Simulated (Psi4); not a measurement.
**InSiH4F (SMILES [F][InH][SiH3]) at wB97M-V/def2-SVP (core potential)**

Aim: the vertical singlet–triplet gap of InSiH4F at wB97M-V/def2-SVP (core potential), from 2 runs. 

Program for the calculation: Psi4 1.11.

5 further runs of the same task are left out: 3 that didn't finish, 2 set aside as unsound or not needed. Runs told in other sessions of the task aren't counted.

## Step 1: The molecule

InSiH4F: 7 atoms, total charge 0, spin state singlet. SMILES: `[F][InH][SiH3]`. The coordinates come from a PBE0-D4/def2-TZVP relaxation.

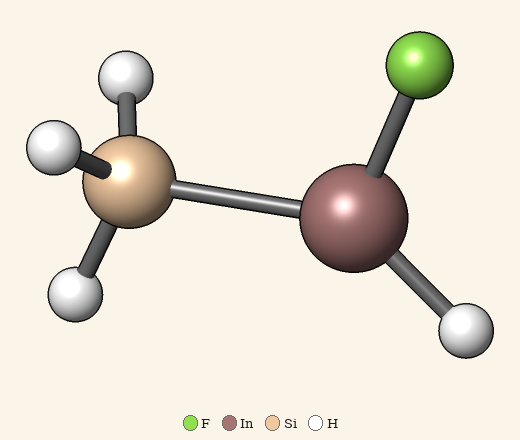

The structure, seen from a chosen angle (fluorine green, indium brown, silicon light orange, hydrogen white).

## Step 2: The energy at wB97M-V/def2-SVP (core potential)

run_ase.py

```python
import numpy as np
from ase.calculators.psi4 import Psi4
from ase import Atoms

mol = Atoms(['F', 'In', 'Si', 'H', 'H', 'H', 'H'], positions=[
    [-0.196000, -2.340000, 1.298800],
    [-0.756000, -1.164900, -0.176800],
    [0.528000, 1.043100, -0.028600],
    [-1.937800, -1.965900, -1.125300],
    [1.986000, 0.765900, -0.108800],
    [0.226000, 1.696000, 1.272200],
    [0.149800, 1.965800, -1.131400],
])
calc = Psi4(atoms=mol, method='wb97m-v', basis='def2-SVP', memory='2200MB', num_threads=1, charge=0, multiplicity=1, label='fh4insi')
calc.psi4.set_options({'puream': True, 'e_convergence': 1e-09, 'd_convergence': 1e-08, 'scf_type': 'pk', 'dft_radial_points': 99, 'dft_spherical_points': 590})
mol.calc = calc

print(f'energy: {mol.get_potential_energy():.6f} eV')
```

Run with:

```bash
$ python run_ase.py
```

fh4insi.dat:

```text
[...]
    !!!  WARNING: ECP capability is in beta. Please check occupations closely.  !!!
[...]
  Running in c1 symmetry.
[...]
  Nuclear repulsion =  168.681564706163954
[...]
  Multiplicity = 1
[...]
  Nalpha       = 24
  Nbeta        = 24
[...]
    Number of basis functions: 78
[...]
   @RKS iter   1:  -581.47519549611491   -1.52501e+00   6.60995e-03 ADIIS/DIIS
[...]
   @RKS iter  11:  -581.58937683370596   -3.06954e-12   4.74446e-09 DIIS
[...]
    Orbital Energies [Eh]
    ---------------------
    Doubly Occupied:
       1A    -66.409204     2A    -24.814342     3A     -5.458975
       4A     -4.838216     5A     -3.776766     6A     -3.775983
       7A     -3.775976     8A     -3.238850     9A     -3.228172
      10A     -3.227426    11A     -1.179206    12A     -0.902707
      13A     -0.897562    14A     -0.896597    15A     -0.892001
      16A     -0.888633    17A     -0.662336    18A     -0.530713
      19A     -0.459393    20A     -0.457285    21A     -0.446017
      22A     -0.440312    23A     -0.426081    24A     -0.360617
[...]
  @RKS Final Energy:  -581.58937683370596
   => Energetics <=
    Nuclear Repulsion Energy =            168.6815647061639538
    One-Electron Energy =               -1214.4579726021452188
    Two-Electron Energy =                 500.0554579850956429
    DFT Exchange-Correlation Energy =     -36.0603844785211365
    Empirical Dispersion Energy =           0.0000000000000000
    VV10 Nonlocal Energy =                  0.1919575557008011
    Total Energy =                       -581.5893768337058418
[...]
 Multipole Moments:
 ------------------------------------------------------------------------------------
     Multipole            Electronic (a.u.)      Nuclear  (a.u.)        Total (a.u.)
 ------------------------------------------------------------------------------------
 L = 1.  Multiply by 2.5417464519 to convert [e a0] to [Debye]
 Dipole X            :        -22.8790127           22.6537000           -0.2253126
 Dipole Y            :        -25.5792786           26.3961768            0.8168983
 Dipole Z            :        -11.7277831           10.9066176           -0.8211655
 Magnitude           :                                                    1.1800006
[...]
```

Standard output:

```text
energy: -15825.853041 eV
```

Wall time 2.7 min (1 thread of Intel Xeon Platinum 8259CL at 2.50GHz (Skylake/Cascade Lake), shared host); peak memory 1.2 GiB.

## Step 3: The triplet, same level

job.in

```
memory 2200 MB

molecule molecule1 {
  0 3
  F
  In 1 r2
  Si 2 r3 1 a3
  H 2 r4 1 a4 3 d4
  H 3 r5 2 a5 4 d5
  H 3 r6 5 a6 2 d6
  H 3 r7 5 a7 6 d7

  r2 = 1.967703
  r3 = 2.558492
  a3 = 109.21526
  r4 = 1.714032
  a4 = 109.3978
  d4 = -179.99118
  r5 = 1.486283
  a5 = 109.16118
  d5 = -120.91742
  r6 = 1.48646
  a6 = 109.17416
  d6 = 119.22393
  r7 = 1.486801
  a7 = 108.98082
  d7 = 118.89951
  symmetry c1
  no_reorient
  no_com
}

set globals {
  basis def2-SVP
  reference uks
  puream true
  e_convergence 1e-09
  d_convergence 1e-08
  scf_type pk
  dft_radial_points 99
  dft_spherical_points 590
  maxiter 100
}

E = energy("wb97m-v")
```

Run with:

```bash
$ psi4 -n 1 job.in job.out
```

job.out:

```text
[...]
    !!!  WARNING: ECP capability is in beta. Please check occupations closely.  !!!
[...]
  Running in c1 symmetry.
[...]
  Nuclear repulsion =  168.681576215732264
[...]
  Multiplicity = 3
[...]
  Nalpha       = 25
  Nbeta        = 23
[...]
    Number of basis functions: 78
[...]
   @UKS iter   1:  -581.32876836776495   -1.32294e+00   6.01667e-03 ADIIS/DIIS
[...]
   @UKS iter  16:  -581.42737235703862   -1.40972e-11   6.87169e-09 DIIS
[...]
   @S^2 Observed:                2.005830333E+00
[...]
    Orbital Energies [Eh]
    ---------------------
    Alpha Occupied:
       1A    -66.471526     2A    -24.832320     3A     -5.518145
       4A     -4.835775     5A     -3.840847     6A     -3.833712
       7A     -3.833195     8A     -3.233600     9A     -3.226411
      10A     -3.226275    11A     -1.195034    12A     -0.905169
      13A     -0.899124    14A     -0.894186    15A     -0.887030
      16A     -0.885015    17A     -0.707025    18A     -0.553767
      19A     -0.496237    20A     -0.494453    21A     -0.471449
      22A     -0.457498    23A     -0.446993    24A     -0.406796
      25A     -0.204753
    Alpha Virtual:
[...]
  @UKS Final Energy:  -581.42737235703862
   => Energetics <=
    Nuclear Repulsion Energy =            168.6815762157322638
    One-Electron Energy =               -1213.4497662382750605
    Two-Electron Energy =                 499.1514393234481304
    DFT Exchange-Correlation Energy =     -36.0017210268554138
    Empirical Dispersion Energy =           0.0000000000000000
    VV10 Nonlocal Energy =                  0.1910993689113873
    Total Energy =                       -581.4273723570386210
  UHF NO Occupations:
  HONO-2 :   23  A 1.9984566
  HONO-1 :   24  A 1.0000000
[...]
 Multipole Moments:
 ------------------------------------------------------------------------------------
     Multipole            Electronic (a.u.)      Nuclear  (a.u.)        Total (a.u.)
 ------------------------------------------------------------------------------------
 L = 1.  Multiply by 2.5417464519 to convert [e a0] to [Debye]
 Dipole X            :          0.0013728           -0.0020385           -0.0006657
 Dipole Y            :         35.4834358          -36.4363587           -0.9529229
 Dipole Z            :          0.2562568            1.1375037            1.3937605
 Magnitude           :                                                    1.6883811
[...]
```

Wall time 4.2 min (1 thread of Intel Xeon Platinum 8259CL at 2.50GHz (Skylake/Cascade Lake), shared host); peak memory 1.2 GiB.

## Step 4: Results

Level: wB97M-V/def2-SVP (core potential).

| quantity | value |
| --- | --- |
| singlet: total energy | -581.58938 Eh |
| singlet: dipole moment | 3.00 D |
| singlet: HOMO energy | -9.81 eV |
| singlet: LUMO energy | -0.30 eV |
| singlet: HOMO–LUMO gap | 9.52 eV |
| triplet: total energy | -581.42737 Eh |
| triplet: dipole moment | 4.29 D |
| triplet: HOMO energy (highest over α and β) | -5.57 eV |
| triplet: LUMO energy (lowest over α and β) | -4.66 eV |
| triplet: ⟨S²⟩ | 2.006 |
| vertical energy of the triplet above the singlet | 4.408 eV |

**Reading.** At this shape the triplet lies 4.41 eV (102 kcal/mol) above the singlet.
